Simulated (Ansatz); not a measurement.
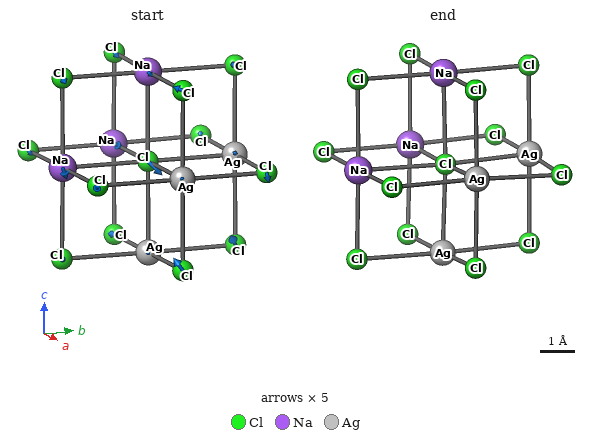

The structure of crystalline Cl$_{32}$Na$_{20}$Ag$_{12}$ (a generated structure, set up in P1) before (left) and after (right) a relaxation, at one scale. The blue arrows give the displacements, magnified 5 times.

Style: ball-and-stick. Shown: the atoms within 4.2 Å of the atom that moves most (axes of the cell of the calculation), slightly off an axis.

Theory: DFT, PBEsol, PAW, plane waves (Ansatz). (plane-wave cutoff 420 eV; k-point mesh 1 × 1 × 1; mesh shifted by (0.25, 0.25, 0.25); no spin polarisation; cell relaxed at fixed shape; force threshold 0.03 eV/Å; at most 80 steps)

### Summarise the run.

After 3 geometry steps the energy has fallen by 0.237 eV per cell of the calculation. Largest force component: 0.25 eV/Å at the start, 0.0094 eV/Å at the end. Pressure: −0.22 GPa at the start and −0.01 GPa at the end. The largest move relative to the cell is that of a Cl atom, 0.12 Å along [1 1 −1]. By element the largest moves are Cl 0.12 Å, Na 0.08 Å, Ag 0.06 Å. Cell: a = b = c 11.084 → 11.075 Å (−0.1 %). Volume −0.3 %. Near-neighbour distances that change, for instance: Cl–Na 2.812 → 2.731 Å, Ag–Cl 2.797 → 2.720 Å, Cl–Na 2.822 → 2.749 Å, Cl–Na 2.733 → 2.806 Å. Among the angles between lasting bonds that change: Ag–Cl–Ag 89.9° → 93.7°, Ag–Cl–Ag 88.7° → 91.9°, Na–Cl–Ag 179.5° → 176.4°. The space group stays P1 (No. 1).
